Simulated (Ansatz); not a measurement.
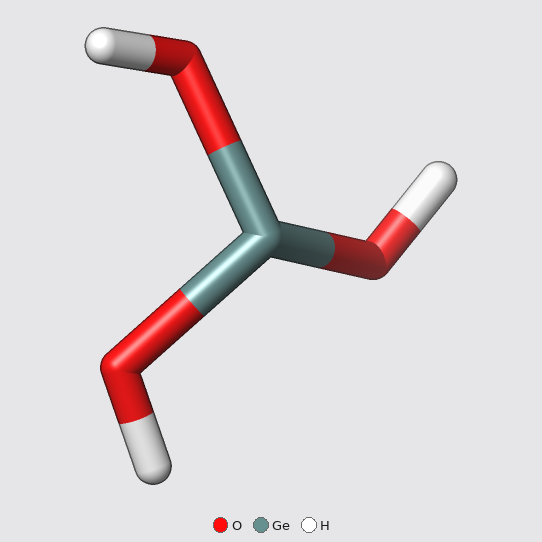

A stick model of a molecule.

The species is neutral and a spin doublet.

Which formula does it have?

Answer. GeH3O3, 7 atoms: 1 germanium, 3 hydrogen and 3 oxygen.

How many sets of symmetry-equivalent atoms are there?

Answer. 3: 3 O, 1 Ge, 3 H.

What is the point group of this geometry?

Answer. C3.

Count the bonded pairs by element.

Answer. 3 Ge–O, 3 O–H.

More results for the same structure follow; atom numbers are the same in all pictures, views and colours differ. The computed structure is the end point of a PBE0-D4/def2-TZVP optimisation.

## Shape

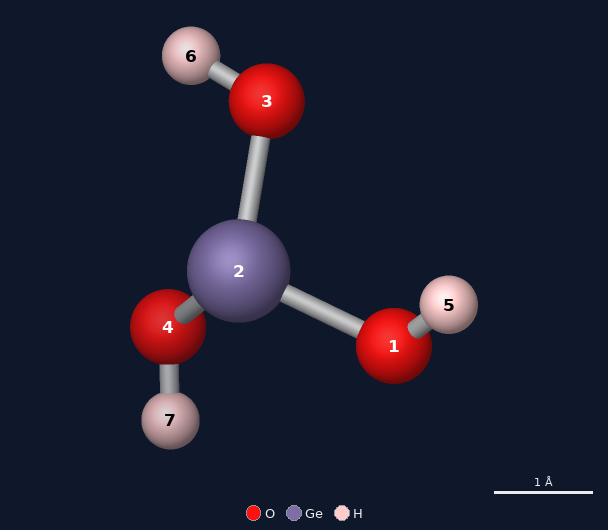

Describe the coordination of atom 1.

Answer. O1 has 2 neighbours (Ge2 at 1.78, H5 at 0.96 Å); the arrangement is bent.

How are the neighbours of atom 2 arranged?

Answer. Ge2 has 3 neighbours (O1 at 1.78, O3 at 1.78, O4 at 1.78 Å); the arrangement is trigonal pyramidal.

## Thermal motion

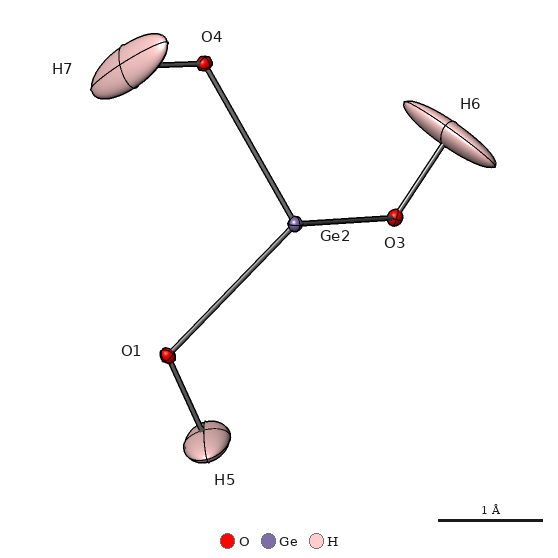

Displacement ellipsoids at the 50 % level, from the internal vibrations of the free molecule (harmonic, no overall translation or rotation; no half-axis is drawn under 0.075 Å). Vibrations computed with UKS PBE0-D4/def2-TZVP (Ansatz 0.2.0). Temperature: 0 K (zero-point motion alone).

Which atom has the largest mean-square displacement?

Answer. H5, H6, H7, with U_eq = 0.0547 Å².

Does H6 move more along its bond or across it?

Answer. Across it: the root-mean-square amplitude is 0.083 Å along the bond and up to 0.368 Å across, since bending and torsion are softer than stretching.

Give the displacement parameters, one line for each set of equivalent atoms.

| atom | U_eq (Å²) | rms amplitudes (Å) |
| --- | --- | --- |
| O1, O3, O4 | 0.0020 | 0.034, 0.043, 0.055 |
| Ge2 | 0.00027 | 0.016, 0.016, 0.018 |
| H5, H6, H7 | 0.0545 | 0.079, 0.149, 0.367 |

## Levels of theory compared

Program: Ansatz 0.2.0.

Compare dipole (D) at these levels: B3LYP-D4/def2-TZVPP; PBE-D4/def2-TZVPP; PBE0-D4/def2-TZVP; r2SCAN-D4/def2-TZVPP; ωB97M-V/def2-TZVPP.

| level | dipole (D) |
| --- | --- |
| B3LYP-D4/def2-TZVPP | 1.57 |
| PBE-D4/def2-TZVPP | 1.32 |
| PBE0-D4/def2-TZVP | 1.60 |
| r2SCAN-D4/def2-TZVPP | 1.43 |
| ωB97M-V/def2-TZVPP | 1.68 |

## Vibrations

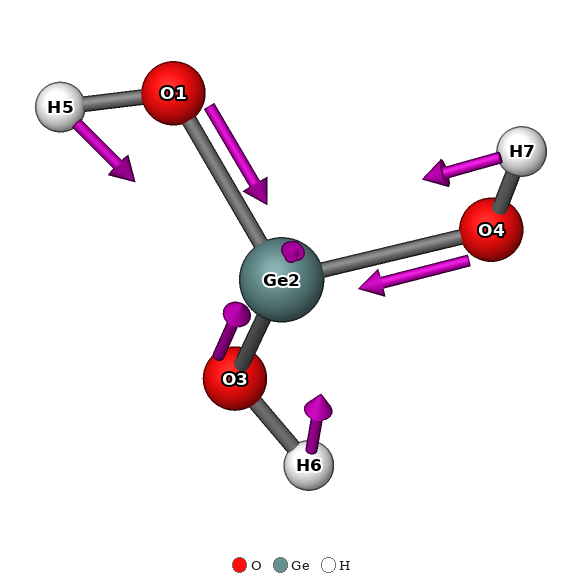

The arrows show one normal mode. Harmonic vibrations computed with UKS PBE0-D4/def2-TZVP (Ansatz 0.2.0) at a stationary point of the same level.

Describe the motion.

Answer. Mostly in-phase stretching of 3 Ge–O bonds.

Estimate its harmonic wavenumber.

Answer. 677 cm⁻¹; it is mode 7 of 15 counted from the lowest.

## Charges

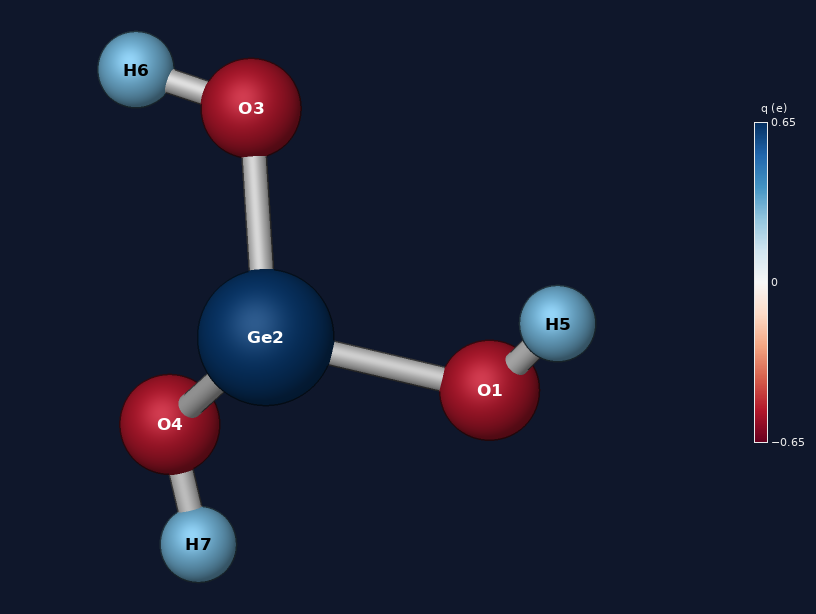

Atoms are coloured by their Mulliken charges. Properties computed with UKS PBE0-D4/def2-TZVP (Ansatz 0.2.0).

List the Mulliken charges.

```csv
atom,value (e)
O1,−0.53
Ge2,0.64
O3,−0.53
O4,−0.53
H5,0.32
H6,0.32
H7,0.32
```

Mulliken values depend strongly on the basis set and can even reverse the polarity of a bond.
